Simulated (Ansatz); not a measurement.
# CH5BOSi: rotation by 120° about the O3–Si4 bond, part 1 of 2

How high is the barrier for the rotation by 120° about the O3–Si4 bond? Relax the two ends, then run a nudged elastic band between them. SMILES of the start: B=CO[SiH3].

Program: Ansatz 0.2.0. Level of theory: RKS r2SCAN/6-31G. These are calculated values, not measurements.

**1. Starting point**

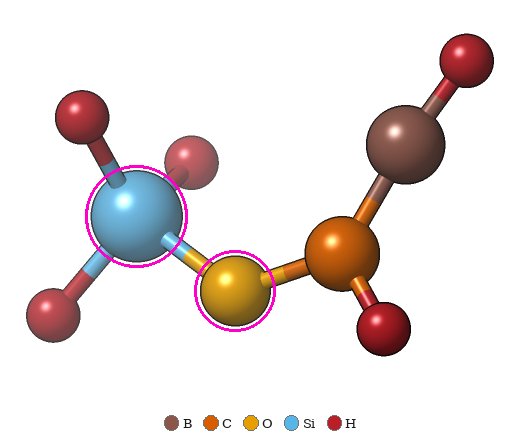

The starting structure, seen from a chosen angle (boron brown, carbon orange, oxygen amber, silicon blue, hydrogen red). Ringed: O3, Si4.

Structure file:

```xyz
9

B    -0.0646    1.7534   -0.8336
C     0.8437    0.9590   -0.1457
O     0.7848   -0.3009    0.3897
Si   -0.4400   -1.3511    0.4695
H    -0.7113    2.5001   -1.4120
H     1.8355    1.3907    0.0196
H     0.2618   -2.4484    1.1171
H    -0.9539   -1.6840   -0.8639
H    -1.5559   -0.8189    1.2593
```

**2. End point A**

input.yaml reads:

```yaml
crystal:
  periodic: [false, false, false]
  atoms:
    - { symbol: B, position_ang: [-0.06463, 1.75343, -0.8336] }
    - { symbol: C, position_ang: [0.84368, 0.95899, -0.14567] }
    - { symbol: O, position_ang: [0.78482, -0.3009, 0.38969] }
    - { symbol: Si, position_ang: [-0.44004, -1.35114, 0.46954] }
    - { symbol: H, position_ang: [-0.71127, 2.50011, -1.41203] }
    - { symbol: H, position_ang: [1.83546, 1.39075, 0.01959] }
    - { symbol: H, position_ang: [0.26183, -2.44837, 1.11707] }
    - { symbol: H, position_ang: [-0.95392, -1.68395, -0.86388] }
    - { symbol: H, position_ang: [-1.55593, -0.81892, 1.25931] }
basis:
  gaussian: { orbitals: "6-31G" }
hamiltonian:
  xc: r2scan
relax:
  f_tol: 0.015
  max_steps: 40
```

Started as:

```
ansatz run input.yaml --threads 1 --pin off --max-ram 2048MiB --backend cpu --events-out ev --progress --plain --runs-dir out
```

Standard output (excerpt; [...] marks lines left out):

```text
Warning: RAYON_NUM_THREADS=1 ignored (pool sized by the plan → 1); use --threads N
[...]
Functional definition: r2SCAN
[...]
682 factors; integrals over basis functions are off by at most 1.9e-4 eV
[...]
mean field -11711.04113006 eV, -430.3728235010 hartree, gradient 8.1e-5 eV, S^2 0.000000; 0 other end points of the search recorded, 0 dependent functions left out
[...]
reference -11711.04113928 eV, -430.3728238399 hartree; 19, 19 occupied and 31, 31 virtual orbitals, 682 factors
relax step   1: F+E_penalty+E_count = -11711.04113006 eV  Δ(F+E_penalty+E_count) = +0.000e0 eV  max|allowed force component| = 2.847e0 eV/Å  Δτ_max = 0.0000 Å  (25 SCF iters, accepted)
[...]
relax step   3: F+E_penalty+E_count = -11711.38508654 eV  Δ(F+E_penalty+E_count) = -6.765e-2 eV  max|allowed force component| = 6.145e-1 eV/Å  Δτ_max = 0.0590 Å  (27 SCF iters, accepted)
[...]
relax step   5: F+E_penalty+E_count = -11711.40096932 eV  Δ(F+E_penalty+E_count) = -1.588e-2 eV  max|allowed force component| = 3.680e-1 eV/Å  Δτ_max = 0.0975 Å  (28 SCF iters, accepted)
[...]
relax step   7: F+E_penalty+E_count = -11711.42170769 eV  Δ(F+E_penalty+E_count) = -1.642e-3 eV  max|allowed force component| = 8.155e-2 eV/Å  Δτ_max = 0.0114 Å  (27 SCF iters, accepted)
[...]
relax step   9: F+E_penalty+E_count = -11711.42057731 eV  Δ(F+E_penalty+E_count) = +1.798e-3 eV  max|allowed force component| = 1.339e-1 eV/Å  Δτ_max = 0.0202 Å  (23 SCF iters, rejected (line search))
[...]
relax step  10: F+E_penalty+E_count = -11711.42265123 eV  Δ(F+E_penalty+E_count) = -2.759e-4 eV  max|allowed force component| = 1.085e-2 eV/Å  Δτ_max = 0.0074 Å  (23 SCF iters, accepted)
682 factors; integrals over basis functions are off by at most 1.9e-4 eV
mean field -11711.42265123 eV, -430.3868441454 hartree, gradient 2.2e-5 eV, S^2 0.000000; 1 other end points of the search recorded, 0 dependent functions left out
[...]
reference -11711.42266048 eV, -430.3868444851 hartree; 19, 19 occupied and 31, 31 virtual orbitals, 682 factors
Total energy: -11711.42266048 eV, -430.3868444851 hartree
Atom 0 at    -0.098773     1.681081    -0.803195 Å, force    -0.002361     0.007020    -0.003790 eV/Å
Atom 1 at     0.921105     0.980128    -0.134809 Å, force    -0.003749     0.002985    -0.002974 eV/Å
Atom 2 at     0.986264    -0.293939     0.454183 Å, force    -0.000713    -0.010849     0.004998 eV/Å
Atom 3 at    -0.417906    -1.341060     0.470090 Å, force     0.001968     0.002593    -0.000904 eV/Å
Atom 4 at    -0.885890     2.343273    -1.371814 Å, force     0.002074    -0.002081     0.001997 eV/Å
Atom 5 at     1.879468     1.498040    -0.033101 Å, force     0.002347     0.001582    -0.000113 eV/Å
Atom 6 at     0.033044    -2.601593     1.128051 Å, force     0.002070    -0.001473     0.001328 eV/Å
Atom 7 at    -0.880314    -1.583441    -0.944809 Å, force    -0.000697    -0.000050     0.000116 eV/Å
Atom 8 at    -1.536998    -0.682490     1.235423 Å, force    -0.000938     0.000275    -0.000659 eV/Å
Dipole moment:    -0.295846    -0.007247    -0.089820 e Å
```

Wall time 43 s (1 thread of Arm Neoverse V1, shared host); peak memory 0.16 GiB.

The steps of the relaxation:

```csv
step,energy from step 1 (eV),largest force component (eV/Å)
1,0.0000,2.8474
2,-0.2763,1.5404
3,-0.3440,0.6145
4x,-0.3257,0.9041
5,-0.3598,0.3680
6,-0.3789,0.2269
7,-0.3806,0.0815
8,-0.3812,0.0398
9x,-0.3794,0.1339
10,-0.3815,0.0108
```

Step 1 is the start. 2 steps were tried and not accepted (marked x).

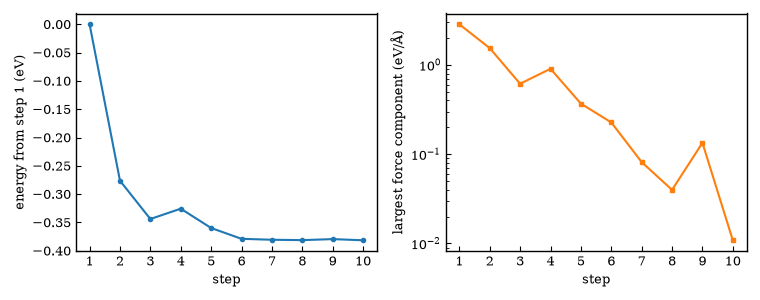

How energy and force went from step to step.

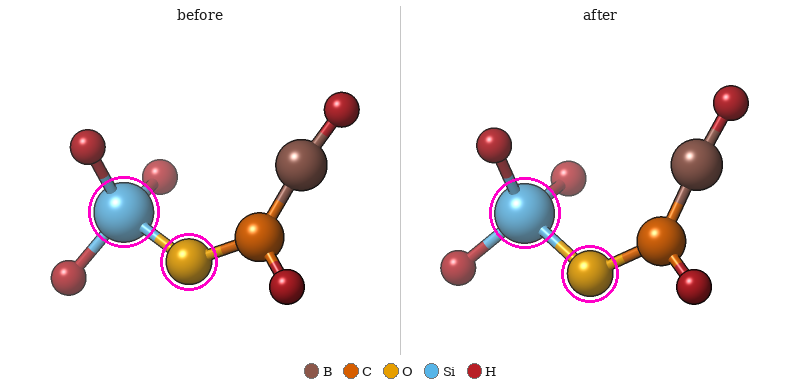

The structure before (left) and after (right), drawn at the same scale.

After: Bond lengths: B1–C2 1.406 Å, C2–O3 1.405 Å, O3–Si4 1.752 Å, B1–H5 1.175 Å, C2–H6 1.094 Å, Si4–H7 1.492 Å, Si4–H8 1.508 Å, Si4–H9 1.507 Å. Angles: B1–C2–O3 133.2°, B1–C2–H6 116.3°, O3–C2–H6 110.5°, C2–B1–H5 175.1°, C2–O3–Si4 120.6°, O3–Si4–H7 105.5°, O3–Si4–H8 109.5°, O3–Si4–H9 109.8°, H7–Si4–H8 111.8°, H7–Si4–H9 111.7°, H8–Si4–H9 108.6°.

**3. End point B**

The second end starts from a geometry with the move made by hand.

input.yaml, as its differences from that of step 2:

```diff
@@ -9,5 +9,5 @@
     - { symbol: H, position_ang: [1.83546, 1.39075, 0.01959] }
-    - { symbol: H, position_ang: [0.26183, -2.44837, 1.11707] }
-    - { symbol: H, position_ang: [-0.95392, -1.68395, -0.86388] }
-    - { symbol: H, position_ang: [-1.55593, -0.81892, 1.25931] }
+    - { symbol: H, position_ang: [-1.35103, -0.55517, 1.27723] }
+    - { symbol: H, position_ang: [-0.03237, -2.60899, 1.1055] }
+    - { symbol: H, position_ang: [-0.96269, -1.67217, -0.86312] }
 basis:
```

Started as:

```
ansatz run input.yaml --threads 1 --pin off --max-ram 2048MiB --backend cpu --events-out ev --progress --plain --runs-dir out
```

Standard output (excerpt; [...] marks lines left out):

```text
Warning: RAYON_NUM_THREADS=1 ignored (pool sized by the plan → 1); use --threads N
[...]
[... 1 set-up line as earlier in the session ...]
[...]
682 factors; integrals over basis functions are off by at most 1.9e-4 eV
[...]
mean field -11710.96280167 eV, -430.3699449856 hartree, gradient 8.9e-5 eV, S^2 0.000000; 0 other end points of the search recorded, 0 dependent functions left out
[...]
reference -11710.96281094 eV, -430.3699453263 hartree; 19, 19 occupied and 31, 31 virtual orbitals, 682 factors
relax step   1: F+E_penalty+E_count = -11710.96280167 eV  Δ(F+E_penalty+E_count) = +0.000e0 eV  max|allowed force component| = 3.494e0 eV/Å  Δτ_max = 0.0000 Å  (25 SCF iters, accepted)
[...]
relax step   3: F+E_penalty+E_count = -11711.32593644 eV  Δ(F+E_penalty+E_count) = -2.293e-2 eV  max|allowed force component| = 1.013e0 eV/Å  Δτ_max = 0.1459 Å  (28 SCF iters, accepted)
[...]
Total energy: -11711.42269867 eV, -430.3868458886 hartree
Atom 0 at    -0.064713     1.704575    -0.790153 Å, force    -0.000549     0.000306    -0.000273 eV/Å
Atom 1 at     0.943301     0.955396    -0.157105 Å, force     0.002153     0.005104    -0.001736 eV/Å
Atom 2 at     0.971333    -0.319389     0.433059 Å, force     0.000483    -0.000856     0.000525 eV/Å
Atom 3 at    -0.469280    -1.314352     0.477210 Å, force    -0.002509    -0.004138     0.001203 eV/Å
Atom 4 at    -0.837323     2.404549    -1.332638 Å, force     0.000386    -0.001256     0.000724 eV/Å
Atom 5 at     1.927290     1.429498    -0.089988 Å, force    -0.000079    -0.000342     0.000104 eV/Å
Atom 6 at    -1.559025    -0.597073     1.232824 Å, force     0.000094     0.000487    -0.000199 eV/Å
Atom 7 at    -0.060005    -2.574873     1.162224 Å, force    -0.000065     0.000197     0.000003 eV/Å
Atom 8 at    -0.949649    -1.573422    -0.928302 Å, force     0.000086     0.000499    -0.000351 eV/Å
Dipole moment:    -0.296687     0.003577    -0.085841 e Å
```

Run time: 43 s. Hardware: 1 thread of Arm Neoverse V1, shared host; peak memory 0.16 GiB.

Step by step:

```csv
step,energy from step 1 (eV),largest force component (eV/Å)
1,0.0000,3.4937
2,-0.3402,1.8221
3,-0.3631,1.0125
4,-0.4391,0.5342
5,-0.4560,0.1356
6,-0.4572,0.1697
7,-0.4594,0.0441
8,-0.4598,0.0421
9,-0.4599,0.0206
10,-0.4599,0.0051
```

Step 1 is the start.

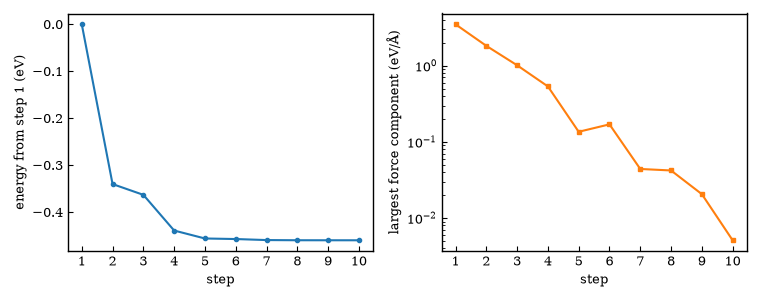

Energy and largest force along the relaxation.

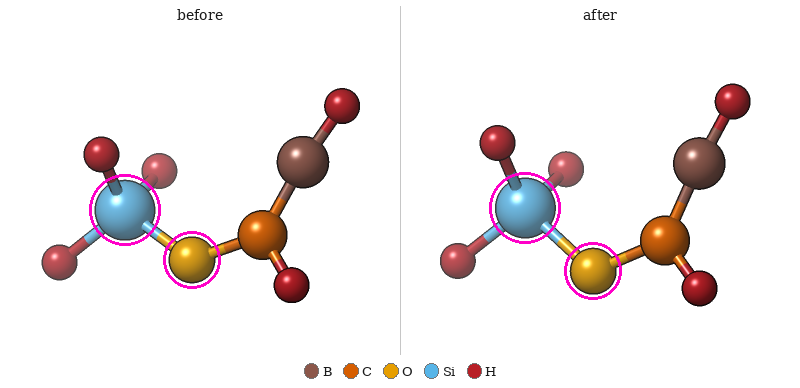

The structure before (left) and after (right), drawn at the same scale.

After: Bond lengths: B1–C2 1.406 Å, C2–O3 1.405 Å, O3–Si4 1.751 Å, B1–H5 1.175 Å, C2–H6 1.094 Å, Si4–H7 1.508 Å, Si4–H8 1.492 Å, Si4–H9 1.508 Å. Angles: B1–C2–O3 133.4°, B1–C2–H6 116.2°, O3–C2–H6 110.4°, C2–B1–H5 175.0°, C2–O3–Si4 120.6°, O3–Si4–H7 109.7°, O3–Si4–H8 105.4°, O3–Si4–H9 109.6°, H7–Si4–H8 111.7°, H7–Si4–H9 108.6°, H8–Si4–H9 111.7°.

**4. The band**

crystal.atoms is end A as relaxed above, and neb.final_atoms is end B, turned to lie on A. With 9 inner images the band has 11 in all. The start path is listed, through a guess of the saddle.

input.yaml reads:

```yaml
crystal:
  periodic: [false, false, false]
  atoms:
    - { symbol: B, position_ang: [-0.098773, 1.681081, -0.803195] }
    - { symbol: C, position_ang: [0.921105, 0.980128, -0.134809] }
    - { symbol: O, position_ang: [0.986264, -0.293939, 0.454183] }
    - { symbol: Si, position_ang: [-0.417906, -1.34106, 0.47009] }
    - { symbol: H, position_ang: [-0.88589, 2.343273, -1.371814] }
    - { symbol: H, position_ang: [1.879468, 1.49804, -0.033101] }
    - { symbol: H, position_ang: [0.033044, -2.601593, 1.128051] }
    - { symbol: H, position_ang: [-0.880314, -1.583441, -0.944809] }
    - { symbol: H, position_ang: [-1.536998, -0.68249, 1.235423] }
basis:
  gaussian: { orbitals: "6-31G" }
hamiltonian:
  xc: r2scan
neb:
  order_check: false
  images: 9
  f_tol: 0.05
  max_iterations: 41
  final_atoms:
    - { symbol: B, position_ang: [-0.07842717, 1.86309407, -0.11589442] }
    - { symbol: C, position_ang: [0.91092983, 0.90817971, -0.4115673] }
    - { symbol: O, position_ang: [0.95670908, -0.49323209, -0.32153763] }
    - { symbol: Si, position_ang: [-0.42414381, -1.39535197, 0.26726754] }
    - { symbol: H, position_ang: [-0.83849242, 2.73283121, 0.10098783] }
    - { symbol: H, position_ang: [1.85891446, 1.29783259, -0.79498291] }
    - { symbol: H, position_ang: [-0.7537464, -0.95978398, 1.67248229] }
    - { symbol: H, position_ang: [-0.01310291, -2.82853855, 0.21545046] }
    - { symbol: H, position_ang: [-1.61864066, -1.125032, -0.61218685] }
  initial_path:
    images:
      - { positions_ang: [[-0.098773, 1.681081, -0.803195], [0.921105, 0.980128, -0.134809], [0.986264, -0.293939, 0.454183], [-0.417906, -1.34106, 0.47009], [-0.88589, 2.343273, -1.371814], [1.879468, 1.49804, -0.033101], [0.033044, -2.601593, 1.128051], [-0.880314, -1.583441, -0.944809], [-1.536998, -0.68249, 1.235423]] }
      - { positions_ang: [[-0.10303441, 1.72193639, -0.72983096], [0.90900612, 0.96753349, -0.16034319], [0.9548057, -0.31964175, 0.36806811], [-0.41812324, -1.35288322, 0.44285927], [-0.8738103, 2.42864212, -1.21927979], [1.88278783, 1.44877377, -0.10200622], [0.0251584, -2.45351574, 1.23251669], [-0.8092256, -1.76140011, -0.88807492], [-1.56756449, -0.67944596, 1.05611001]] }
      - { positions_ang: [[-0.10729583, 1.76279177, -0.65646691], [0.89690724, 0.95493897, -0.18587738], [0.92334739, -0.3453445, 0.28195322], [-0.41834048, -1.36470643, 0.41562855], [-0.8617306, 2.51401124, -1.06674558], [1.88610766, 1.39950755, -0.17091145], [0.0172728, -2.30543847, 1.33698238], [-0.7381372, -1.93935921, -0.83134085], [-1.59813098, -0.67640192, 0.87679702]] }
      - { positions_ang: [[-0.11155724, 1.80364716, -0.58310287], [0.88480835, 0.94234446, -0.21141157], [0.89188909, -0.37104724, 0.19583833], [-0.41855771, -1.37652965, 0.38839782], [-0.8496509, 2.59938036, -0.91421137], [1.88942748, 1.35024132, -0.23981667], [0.0093872, -2.15736121, 1.44144807], [-0.66704881, -2.11731832, -0.77460677], [-1.62869747, -0.67335787, 0.69748403]] }
      - { positions_ang: [[-0.11581865, 1.84450254, -0.50973882], [0.87270947, 0.92974994, -0.23694576], [0.86043079, -0.39674999, 0.10972344], [-0.41877495, -1.38835286, 0.3611671], [-0.8375712, 2.68474948, -0.76167717], [1.89274731, 1.30097509, -0.3087219], [0.0015016, -2.00928394, 1.54591376], [-0.59596041, -2.29527743, -0.7178727], [-1.65926396, -0.67031383, 0.51817105]] }
      - { positions_ang: [[-0.12008007, 1.88535793, -0.43637478], [0.86061059, 0.91715543, -0.26247995], [0.82897248, -0.42245274, 0.02360855], [-0.41899219, -1.40017608, 0.33393637], [-0.8254915, 2.77011859, -0.60914296], [1.89606714, 1.25170886, -0.37762712], [-0.006384, -1.86120668, 1.65037946], [-0.52487201, -2.47323653, -0.66113862], [-1.68983045, -0.66726979, 0.33885806]] }
      - { positions_ang: [[-0.11174949, 1.88090516, -0.37227871], [0.87067444, 0.91536029, -0.29229742], [0.8545198, -0.43660861, -0.04542068], [-0.42002251, -1.39921125, 0.3206026], [-0.82809169, 2.76266112, -0.4671168], [1.8886366, 1.26093361, -0.46109828], [-0.15585648, -1.68092214, 1.65480002], [-0.42251819, -2.54429693, -0.48582081], [-1.67559249, -0.75882223, 0.14864908]] }
      - { positions_ang: [[-0.10341891, 1.87645239, -0.30818264], [0.88073829, 0.91356514, -0.32211489], [0.88006712, -0.45076448, -0.11444992], [-0.42105284, -1.39824643, 0.30726884], [-0.83069187, 2.75520364, -0.32509064], [1.88120607, 1.27015835, -0.54456944], [-0.30532896, -1.5006376, 1.65922059], [-0.32016437, -2.61535734, -0.31050299], [-1.66135453, -0.85037468, -0.0415599]] }
      - { positions_ang: [[-0.09508833, 1.87199961, -0.24408657], [0.89080214, 0.91177, -0.35193236], [0.90561444, -0.46492035, -0.18347916], [-0.42208316, -1.39728161, 0.29393507], [-0.83329205, 2.74774617, -0.18306449], [1.87377553, 1.2793831, -0.6280406], [-0.45480144, -1.32035306, 1.66364116], [-0.21781055, -2.68641774, -0.13518517], [-1.64711658, -0.94192712, -0.23176888]] }
      - { positions_ang: [[-0.08675775, 1.86754684, -0.1799905], [0.90086599, 0.90997486, -0.38174983], [0.93116176, -0.47907622, -0.2525084], [-0.42311349, -1.39631679, 0.2806013], [-0.83589224, 2.74028869, -0.04103833], [1.866345, 1.28860784, -0.71151175], [-0.60427392, -1.14006852, 1.66806172], [-0.11545673, -2.75747814, 0.04013264], [-1.63287862, -1.03347956, -0.42197787]] }
      - { positions_ang: [[-0.07842717, 1.86309407, -0.11589442], [0.91092983, 0.90817971, -0.4115673], [0.95670908, -0.49323209, -0.32153763], [-0.42414381, -1.39535197, 0.26726754], [-0.83849242, 2.73283121, 0.10098783], [1.85891446, 1.29783259, -0.79498291], [-0.7537464, -0.95978398, 1.67248229], [-0.01310291, -2.82853855, 0.21545046], [-1.61864066, -1.125032, -0.61218685]] }
```

Started as:

```
ansatz run input.yaml --threads 1 --pin off --max-ram 2048MiB --backend cpu --events-out ev --progress --plain --runs-dir out
```

Standard output (excerpt; [...] marks lines left out):

```text
Warning: RAYON_NUM_THREADS=1 ignored (pool sized by the plan → 1); use --threads N
[...]
[... 1 set-up line as earlier in the session ...]
[...]
681 factors; integrals over basis functions are off by at most 1.9e-4 eV
[...]
mean field -11711.42264832 eV, -430.3868440384 hartree, gradient 2.0e-5 eV, S^2 0.000000; 0 other end points of the search recorded, 0 dependent functions left out
[...]
reference -11711.42265758 eV, -430.3868443787 hartree; 19, 19 occupied and 31, 31 virtual orbitals, 681 factors
681 factors; integrals over basis functions are off by at most 2.1e-4 eV
[...]
mean field -11711.42268487 eV, -430.3868453814 hartree, gradient 2.3e-5 eV, S^2 0.000000; 0 other end points of the search recorded, 0 dependent functions left out
[...]
reference -11711.42269415 eV, -430.3868457227 hartree; 19, 19 occupied and 31, 31 virtual orbitals, 681 factors
[...]
Atom 0 at    -0.153931     1.818062    -0.396862 Å, force    -0.000334     0.000085     0.000382 eV/Å
Atom 1 at     0.931277     0.926093    -0.308737 Å, force     0.003391     0.004496    -0.000202 eV/Å
Atom 2 at     1.033517    -0.443111    -0.011773 Å, force    -0.001016    -0.000062     0.001319 eV/Å
Atom 3 at    -0.392742    -1.390058     0.356718 Å, force    -0.000199     0.001741    -0.002292 eV/Å
Atom 4 at    -0.968133     2.658989    -0.501390 Å, force    -0.000652    -0.001045     0.000203 eV/Å
Atom 5 at     1.920863     1.349940    -0.506030 Å, force    -0.001070    -0.003130    -0.000665 eV/Å
Atom 6 at    -0.263514    -1.957761     1.737950 Å, force    -0.000632    -0.000244    -0.000748 eV/Å
Atom 7 at    -0.521455    -2.496536    -0.646168 Å, force     0.000386    -0.001046     0.000958 eV/Å
Atom 8 at    -1.585882    -0.465619     0.276311 Å, force     0.000125    -0.000795     0.001046 eV/Å
Dipole moment:    -0.315496    -0.007885     0.036743 e Å
this run last wrote the band of iteration 14 to <dir>; this run last wrote the band within `neb.f_tol` of iteration 11 to <dir>
```

It took 7.3 min on 1 thread of Arm Neoverse V1, shared host; peak memory 0.12 GiB.

(Continued in part 2 of 2.)
